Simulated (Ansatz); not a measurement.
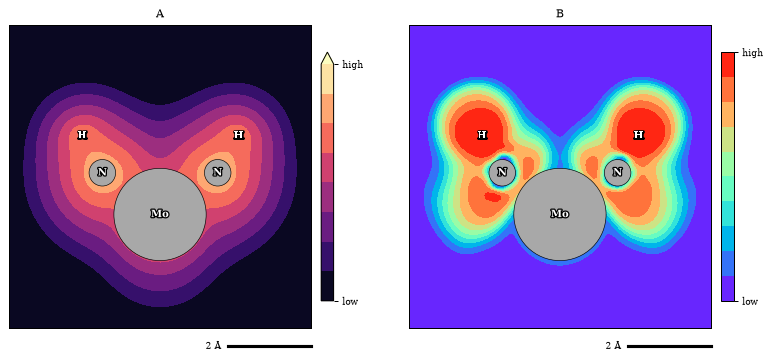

F2H2MoN2: 2 fields on the plane of atoms N4, Mo3 and N5, with unlabelled colour scales. Grey discs cover the atomic cores.

Geometry: PBE0-D4/def2-SVP; core potentials replace the inner electrons of Mo.

These are results of isolated molecule in a Gaussian basis; Kohn-Sham density functional theory, functional PBE0 (Ansatz), not measurements.

The panels show electron density and electron localisation function in some order. Assign them.

Panel A: electron density. Panel B: electron localisation function. From the grid: Mo–N (1.71 Å): ρ at the midpoint is about 1.8 e/Å³; the ELF peaks at about 0.75 in the valence shell of N, 0.5 Å from its nucleus, and drops to about 0.35 between the two atoms. N–H (1.02 Å): ρ is about 2.9 e/Å³ halfway; the ELF climbs to about 1 towards the hydrogen, as it does in any bond to H: a covalent bond by its length.
